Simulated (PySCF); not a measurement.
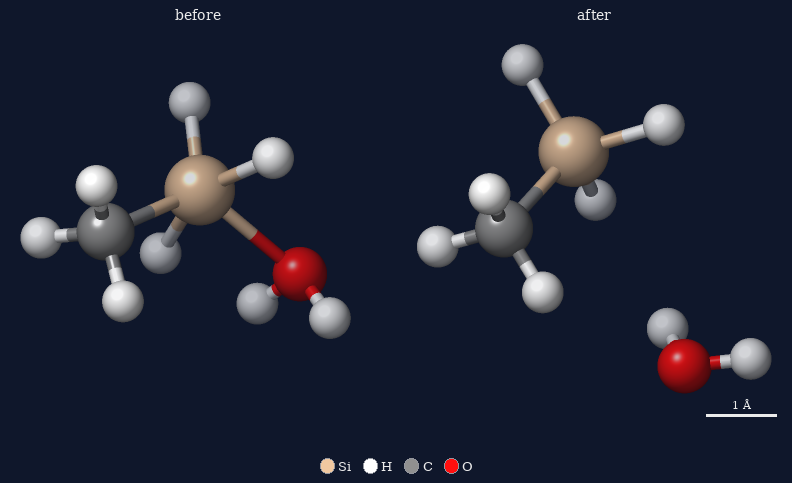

The structure of CH₈OSi (started from a transition state, displaced along its imaginary mode) before (left) and after (right) a relaxation, at one scale.

The picture is a ball-and-stick view, seen at a tilt.

Computed with RKS PBE0-D4/def2-TZVP, density fitting in PySCF. 

Q: Summarise the run.

A: The relaxation stopped without meeting its thresholds, so the last structure isn't shown to be converged. Over 89 geometry steps the energy falls by 44.2 kcal/mol. The O atom moves most after the best rigid fit: 1.41 Å. By element the largest moves are O 1.41 Å, H 1.12 Å, Si 0.64 Å, C 0.09 Å. Near-neighbour distances that change, for instance: O–Si 1.962 → 3.470 Å, H–Si 2.087 → 2.994 Å, H–Si 1.600 → 1.493 Å, H–O 0.863 → 0.962 Å. Bonds break, among them: O–Si (1.96 → 3.47 Å). Among the angles between lasting bonds that change: H–Si–H 155.2° → 107.4°, H–Si–C 91.3° → 110.7°, H–Si–H 93.4° → 106.9°. Cost: 27 min on 4 threads of Intel Xeon @ 2.50GHz (shared host).
